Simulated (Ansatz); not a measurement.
## Electronic structure of C6H16F2N2Zr in real space

Input

```
crystal:
  periodic: [false, false, false]
  atoms:
    - {symbol: C, position_ang: [0.027678, 1.589888, 2.160133]}
    - {symbol: N, position_ang: [0.259800, 2.139730, 0.851581]}
    - {symbol: C, position_ang: [0.053177, 3.569371, 0.796327]}
    - {symbol: Zr, position_ang: [0.814650, 1.341371, -0.920842]}
    - {symbol: F, position_ang: [2.546690, 2.043553, -1.376590]}
    - {symbol: F, position_ang: [-0.510310, 1.863563, -2.226544]}
    - {symbol: N, position_ang: [0.972281, -0.660937, -0.653674]}
    - {symbol: C, position_ang: [-0.058892, -1.695826, -0.623813]}
    - {symbol: C, position_ang: [-1.419818, -1.007468, -0.634789]}
    - {symbol: C, position_ang: [0.087016, -2.525782, 0.649516]}
    - {symbol: C, position_ang: [0.068939, -2.601338, -1.847132]}
    - {symbol: H, position_ang: [0.692106, 2.041370, 2.911211]}
    - {symbol: H, position_ang: [0.208841, 0.513814, 2.158804]}
    - {symbol: H, position_ang: [-1.006070, 1.762758, 2.495080]}
    - {symbol: H, position_ang: [-0.977826, 3.843772, 1.060565]}
    - {symbol: H, position_ang: [0.732615, 4.107413, 1.471980]}
    - {symbol: H, position_ang: [0.233651, 3.960088, -0.214591]}
    - {symbol: H, position_ang: [1.897084, -1.077257, -0.593934]}
    - {symbol: H, position_ang: [-1.561454, -0.419408, -1.546882]}
    - {symbol: H, position_ang: [-1.530558, -0.345697, 0.230739]}
    - {symbol: H, position_ang: [-2.226328, -1.741764, -0.592044]}
    - {symbol: H, position_ang: [-0.674017, -3.309031, 0.697488]}
    - {symbol: H, position_ang: [-0.012186, -1.893184, 1.534210]}
    - {symbol: H, position_ang: [1.067874, -3.008252, 0.685185]}
    - {symbol: H, position_ang: [-0.041036, -2.020180, -2.765225]}
    - {symbol: H, position_ang: [1.049295, -3.085329, -1.866888]}
    - {symbol: H, position_ang: [-0.693199, -3.385228, -1.839859]}
basis:
  gaussian: {orbitals: def2-TZVPP}
hamiltonian: {xc: pbe0, dispersion: d4}
output: {orbitals: {seedname: orbitals}}
```

Launched as:

```sh
ansatz run in.yaml --threads 11 --pin off --events-out ev --progress --plain --max-ram 110592MiB --backend cuda --devices 0, --max-vram 75GiB
```

Geometry: PBE0-D4/def2-TZVP; core potentials replace the inner electrons of Zr.

These are results of Ansatz, RKS PBE0-D4/def2-TZVPP, not measurements.

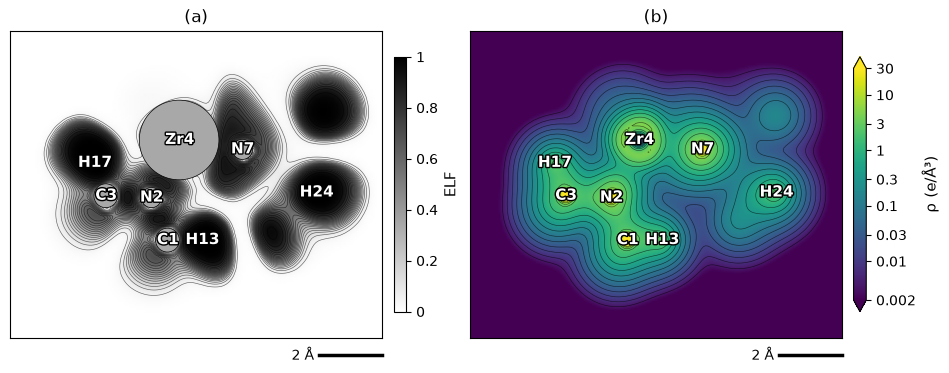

Figure 1. (a) electron localisation function; (b) electron density on the plane of atoms N2, C3 and Zr4. Grey discs cover the atomic cores in the ELF map.

> What does the map show?

- The plane passes through C, N, Zr and H nuclei.
- C–N (1.44 Å): the density is about 2 e/Å³ at the midpoint; the ELF peaks at about 0.90 between the atoms: a covalent bond.
- Zr–N (2.02 Å): ρ at the midpoint is about 0.87 e/Å³; the ELF peaks at about 0.90 in the valence shell of N, 0.6 Å from its nucleus, and is about 0.30 at the midpoint.
- C–Zr (2.91 Å): ρ at the midpoint is about 0.39 e/Å³; the ELF is about 0.35 at the midpoint.
- C–H (1.09 Å): ρ is about 2 e/Å³ halfway; the ELF climbs to about 1 towards the hydrogen, as it does in any bond to H (a covalent bond by its length).

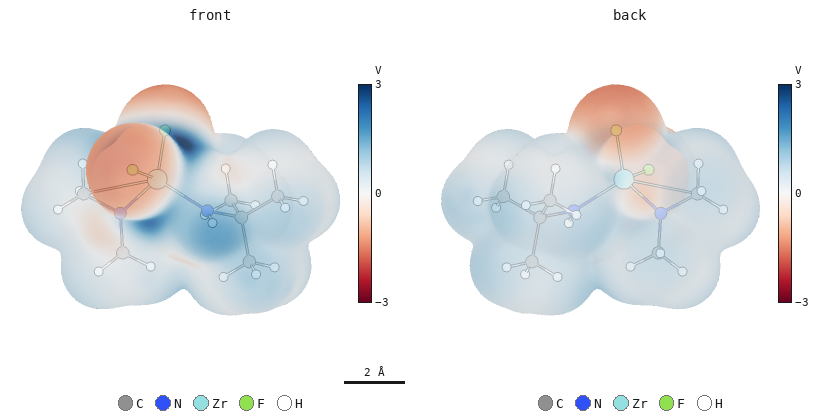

Figure 2. The electrostatic potential painted on the density surface at 0.002 e/bohr³, seen from the front and from behind; red is negative and blue positive.

> Describe the electrostatic potential map.

The most negative region (about −1.4 V) lies over F5 and F6, the most positive (about +2.4 V) over Zr4.

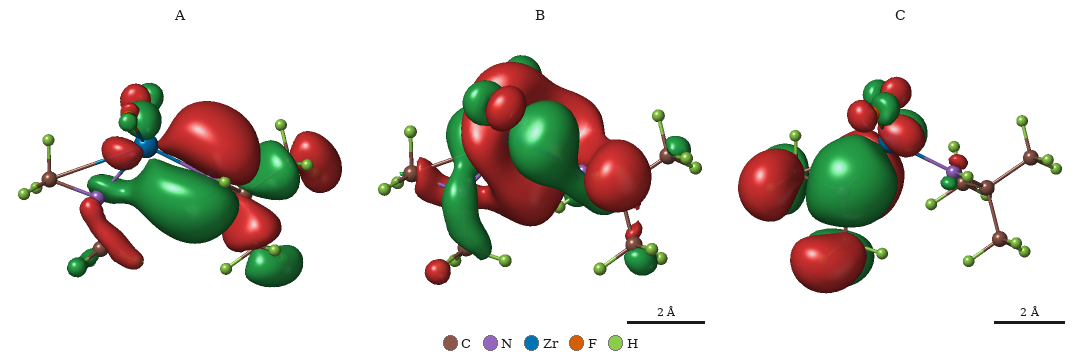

Figure 3. Three frontier orbitals at ±0.06 Å⁻³ᐟ² (green and red are the two phases), in no order.

> Order the three orbitals by energy and name them.

A is the HOMO−1 (−7.09 eV). It lies mainly on N7 (about 55 %), Zr4 (about 15 %) and C8 (about 10 %). C is the HOMO (−6.50 eV). Its weight (Hirshfeld) is mainly on N2 (about 50 %), Zr4 (about 15 %), C3 (about 10 %) and C1 (about 10 %). B is the LUMO (−0.35 eV). It lies mainly on Zr4 (about 60 %) and N7 (about 5 %).

> What is the HOMO–LUMO gap?

6.15 eV between the orbital energies.

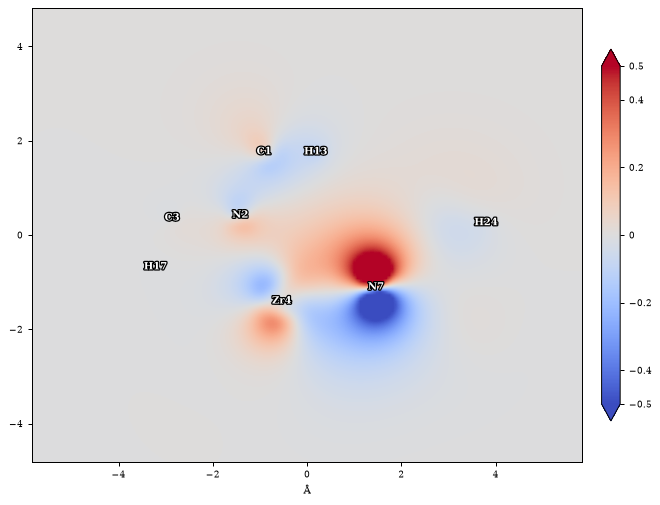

Figure 4. The HOMO−1 on the plane of atoms N2, Zr4 and C3 (values in Å⁻³ᐟ²; the overall sign is arbitrary).

> Describe this orbital and give its energy.

Its weight (Hirshfeld) is mainly on N7 (about 55 %), Zr4 (about 15 %) and C8 (about 10 %). Its energy is −7.09 eV.
